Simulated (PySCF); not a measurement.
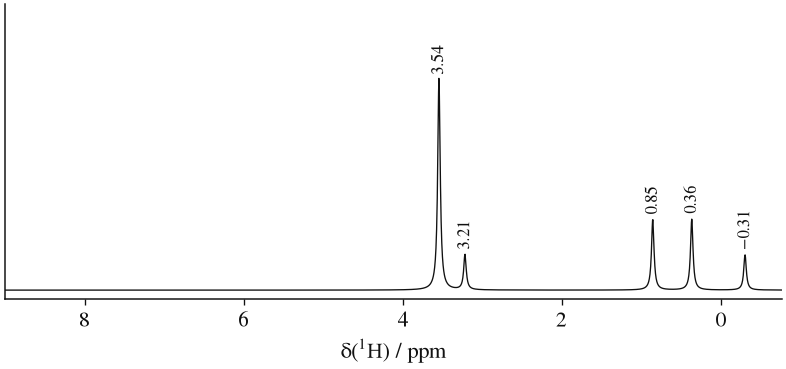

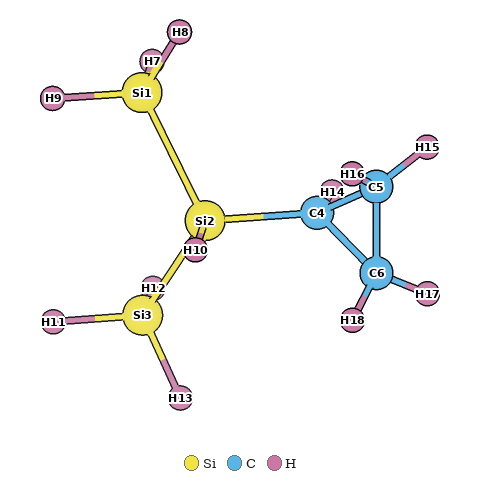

Spectrum and numbered structure of C₃H₁₂Si₃, SMILES [SiH3][SiH]([SiH3])C1CC1. GIAO shifts, PBE0/pcSseg-1 (IEF-PCM dimethylsulfoxide) in PySCF 2.14.0, at a PBE0-D3(BJ)/def2-SVP geometry (no frequency check), against TMS for ¹H computed at the same level. fully decoupled, line heights follow the number of nuclei, widths are arbitrary (no quadrupolar broadening); values of one conformer, averaged over methyl-type rotors and exact or near symmetry; other conformers aren't averaged in.

**Assign the ¹H signals to the numbered atoms.**

```tsv
δ (ppm)	nuclei	atoms
3.54	6	H7, H8, H9, H11, H12, H13
3.21	1	H10
0.85	2	H15, H17
0.36	2	H16, H18
−0.31	1	H14
```
